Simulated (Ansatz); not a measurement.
# Cl₂FH₂NZr: what the fields show

Input

```
crystal:
  periodic: [false, false, false]
  atoms:
    - {symbol: N, position_ang: [-0.173544, 1.252215, -0.045023]}
    - {symbol: Zr, position_ang: [0.001715, -0.737375, -0.014155]}
    - {symbol: F, position_ang: [-1.625411, -1.420312, -0.687280]}
    - {symbol: Cl, position_ang: [0.409946, -1.418836, 2.197226]}
    - {symbol: Cl, position_ang: [1.843158, -1.347415, -1.340110]}
    - {symbol: H, position_ang: [0.532576, 1.912205, 0.254624]}
    - {symbol: H, position_ang: [-0.988439, 1.759519, -0.365272]}
basis:
  gaussian: {orbitals: def2-TZVPP}
hamiltonian: {xc: pbe0, dispersion: d4}
output: {orbitals: {seedname: orbitals}}
```

Run with:

```sh
ansatz run in.yaml --threads 2 --pin off --events-out ev --progress --plain --max-ram 32768MiB --backend cpu
```

Geometry: PBE0-D4/def2-TZVP; core potentials replace the inner electrons of Zr.

Theory: RKS PBE0-D4/def2-TZVPP (Ansatz).

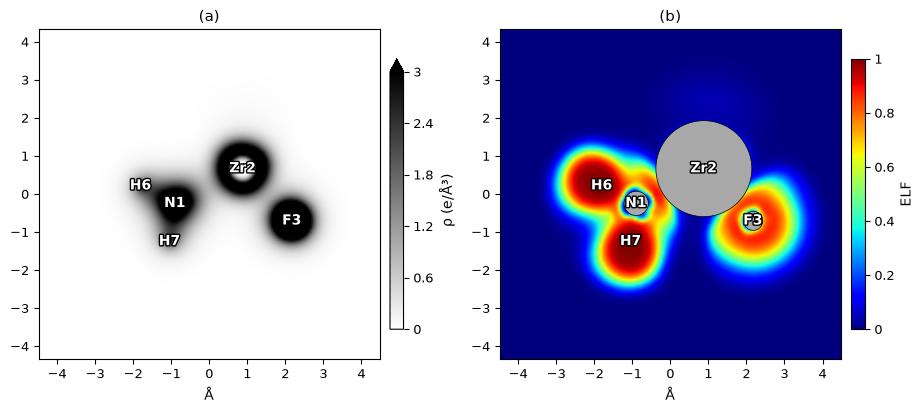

Figure 1. (a) electron density; (b) electron localisation function on the plane of atoms H6, N1 and H7. Grey discs cover the atomic cores in the ELF map.

> Interpret the plot.

- The plane passes through N, Zr, F and H nuclei.
- Zr–F (1.89 Å): ρ is about 1 e/Å³ halfway; the ELF peaks at about 0.85 in the valence shell of F, 0.5 Å from its nucleus, and drops to about 0.25 between the two atoms.
- Zr–N (2.00 Å): ρ at the midpoint is about 0.92 e/Å³; the ELF peaks at about 0.90 in the valence shell of N, 0.6 Å from its nucleus, and drops to about 0.30 between the two atoms.
- N–H (1.01 Å): ρ is about 2.9 e/Å³ halfway; the ELF climbs to about 1 towards the hydrogen, as it does in any bond to H; an ordinary covalent bond to hydrogen.

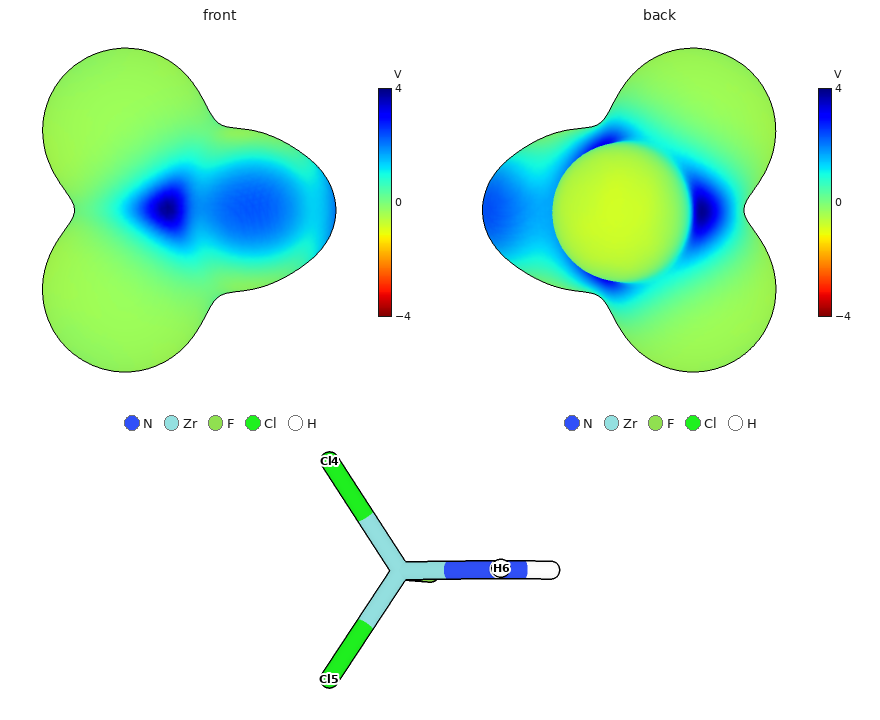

Figure 2. The molecular electrostatic potential painted on the density surface at 0.002 e/bohr³, seen from the front and from behind; red is negative and blue positive. The bare structure is drawn below in the same view.

> Where is the surface potential most negative and most positive?

The most negative region (about −0.8 V) lies over F3, the most positive (about +3.6 V) over Zr2.

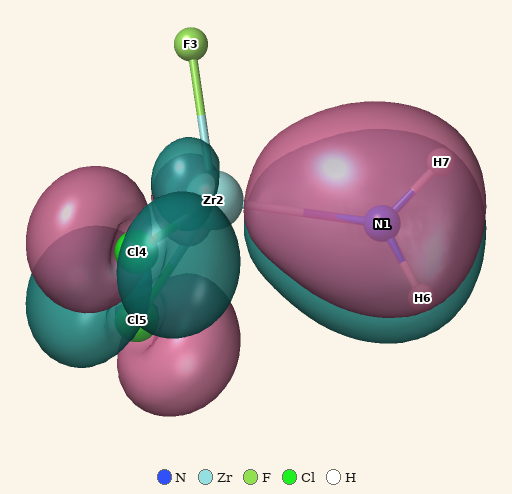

Figure 3. One frontier orbital at ±0.08 Å⁻³ᐟ² (teal and pink are the two phases), seen from one side.

> Which orbital is it: HOMO or LUMO?

The HOMO, at −8.36 eV. It lies mainly on N1 (about 60 %), Zr2 (about 10 %), Cl4 (about 10 %) and Cl5 (about 10 %).
